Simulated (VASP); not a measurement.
Band structure of SnS2 (1T layered). These are PBE GGA with D4 dispersion, VASP's PBE PAW potentials (set 64) (plane waves; VASP 6.6.1) values and carry that method's errors.

Unless said otherwise, spin-orbit coupling is left out, though it shifts the bands of the heavy elements here.

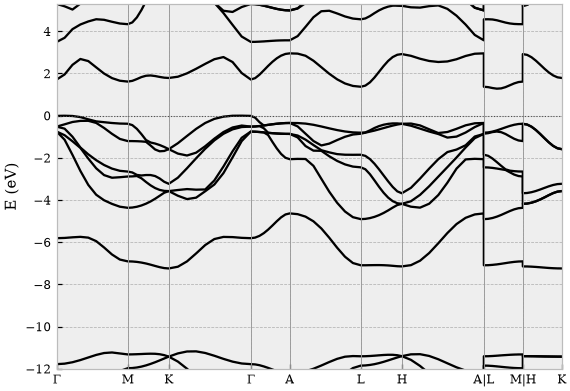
Bands along high-symmetry lines, zero at the valence-band maximum or, without a gap, the Fermi level

Problem. Read the plot: is there a gap, and where are the band edges?

Solution. The gap is indirect, 1.28 eV, from the valence maximum at K-Γ at 0.89 to the conduction minimum at L-M at 0.33. (Edges off the drawn lines would not show.)

Measured: gap 2.18 eV (computed value off by -0.90 eV), as given by Joseph M. Gonzalez et al., Physical Review B (2016), arXiv:1609.04381.

The compound is SnS2 in the 1T layered structure. It was relaxed first.
